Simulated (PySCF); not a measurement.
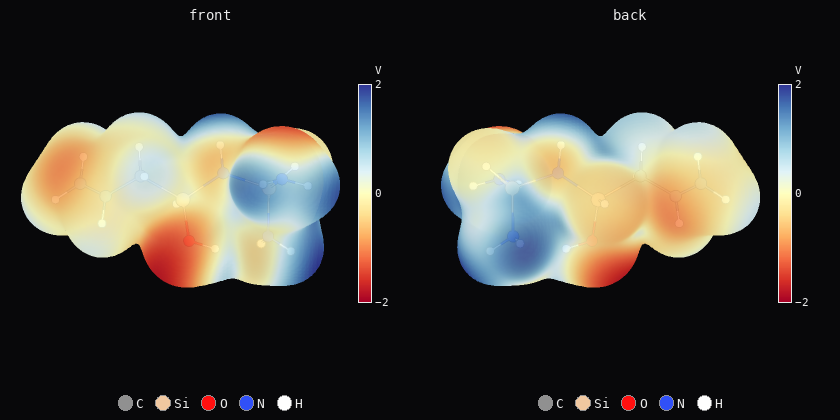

The picture shows: C₃H₁₃N₃OSi₂. The molecular electrostatic potential painted on the density surface at 0.002 e/bohr³, seen from the front and from behind; the colour scale runs from red (negative) to blue (positive).

Geometry: GFN2-xTB.

The calculation used PBE0/pcSseg-1, SCF density, gas phase, non-relativistic in PySCF 2.14.0.

```yaml
atoms:
  - { symbol: C, position_ang: [4.1369, -0.0883, 0.6617] }
  - { symbol: C, position_ang: [3.1566, -0.3528, -0.1836] }
  - { symbol: C, position_ang: [1.9787, 0.5186, -0.4123] }
  - { symbol: Si, position_ang: [0.4402, -0.2318, 0.4200] }
  - { symbol: O, position_ang: [0.0304, -1.5934, -0.3583] }
  - { symbol: N, position_ang: [-0.8877, 0.8777, 0.3224] }
  - { symbol: Si, position_ang: [-2.5698, 0.5453, 0.1305] }
  - { symbol: N, position_ang: [-2.7093, -1.1844, 0.3170] }
  - { symbol: N, position_ang: [-3.0662, 1.0623, -1.4351] }
  - { symbol: H, position_ang: [4.1550, 0.8251, 1.2344] }
  - { symbol: H, position_ang: [4.9605, -0.7643, 0.8175] }
  - { symbol: H, position_ang: [3.1558, -1.2803, -0.7399] }
  - { symbol: H, position_ang: [1.7990, 0.6198, -1.4830] }
  - { symbol: H, position_ang: [2.1661, 1.5120, -0.0060] }
  - { symbol: H, position_ang: [0.7157, -0.5401, 1.8331] }
  - { symbol: H, position_ang: [-0.9182, -1.7647, -0.3838] }
  - { symbol: H, position_ang: [-0.6721, 1.8506, 0.4439] }
  - { symbol: H, position_ang: [-3.3600, 1.3246, 1.0887] }
  - { symbol: H, position_ang: [-2.4513, -1.5540, 1.2186] }
  - { symbol: H, position_ang: [-3.5884, -1.5942, 0.0404] }
  - { symbol: H, position_ang: [-4.0265, 0.9504, -1.7126] }
  - { symbol: H, position_ang: [-2.4558, 0.8813, -2.2151] }
```

Q: Which sites attract a positive test charge, and which a negative one?

A: A positive charge is drawn to the negative regions and a negative charge to the positive ones. The most negative region (about −1.7 V) lies over O5, the most positive (about +1.9 V) over H20. O5 is the likeliest acceptor of a hydrogen bond.

Q: What dipole moment does the calculation give?

A: Its dipole moment is 3.29 D.
